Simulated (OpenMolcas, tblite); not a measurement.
## How methods differ on CH2FNOSn (SMILES O=C=[N][SnH2][F])

CH2FNOSn: 7 atoms, total charge 0, spin state singlet. SMILES: `O=C=[N][SnH2][F]`. The coordinates come from a PBE0-D4/def2-TZVP relaxation. This is one conformer, not always the lowest.

```
atom    x (Å)    y (Å)    z (Å)
   O  -0.2217  -2.8693  -0.9316
   C  -0.1215  -1.9068  -0.2838
   N  -0.0209  -0.9582   0.4494
  Sn   0.1574   1.0316   0.3185
   F  -0.8771   1.5100  -1.2201
   H  -0.6186   1.6961   1.6652
   H   1.7638   1.4285  -0.0432
```

Quantity: the energy change with the Sn4–F5 bond stretched from 1.915 to 2.202 Å, in eV. The values are calculated.

```json
{"level": "GFN2-xTB", "kind": "semi-empirical", "program": "tblite", "value (eV)": "0.27", "CPU time (all runs)": "under 2 s"}
{"level": "GFN1-xTB", "kind": "semi-empirical", "program": "tblite", "value (eV)": "0.47", "CPU time (all runs)": "2.1 s"}
{"level": "HF/def2-SVP (core potential) (unrestricted)", "kind": "Hartree–Fock", "program": "OpenMolcas", "value (eV)": "0.72", "CPU time (all runs)": "24 s"}
{"level": "SVWN5/def2-SVP (core potential) (restricted)", "kind": "LDA", "program": "OpenMolcas", "value (eV)": "0.59", "CPU time (all runs)": "53 s"}
{"level": "BLYP/def2-SVP (core potential) (restricted)", "kind": "GGA", "program": "OpenMolcas", "value (eV)": "0.38", "CPU time (all runs)": "70 s"}
{"level": "TPSS/def2-SVP (core potential) (restricted)", "kind": "meta-GGA", "program": "OpenMolcas", "value (eV)": "0.47", "CPU time (all runs)": "88 s"}
{"level": "BHLYP/def2-SVP (core potential) (restricted)", "kind": "global hybrid", "program": "OpenMolcas", "value (eV)": "0.66", "CPU time (all runs)": "59 s"}
{"level": "B2PLYP/def2-SVP (core potential) (restricted)", "kind": "double hybrid", "program": "OpenMolcas", "value (eV)": "0.55", "CPU time (all runs)": "52 s"}
{"level": "MP2/def2-SVP (core potential) (restricted)", "kind": "perturbation theory", "program": "OpenMolcas", "value (eV)": "0.59", "CPU time (all runs)": "20 s"}
```

The first shape isn't each level's own minimum. The values span 0.27 to 0.72 eV. In the correlated wave-function rows the outer d shell of Sn is correlated, in sets not made for it. Times are those of the runs behind each value, whatever else they computed, on shared processors of several kinds: orders of magnitude only.

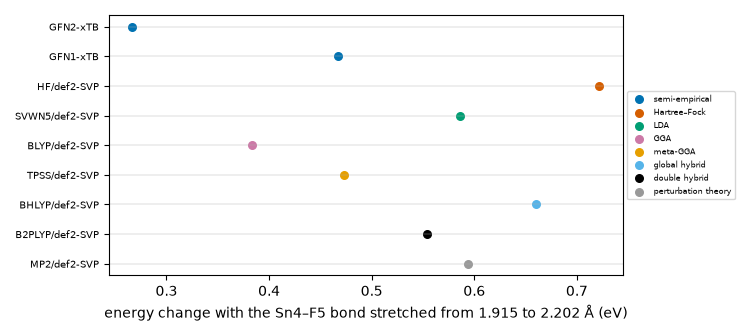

The values of the table, level by level.
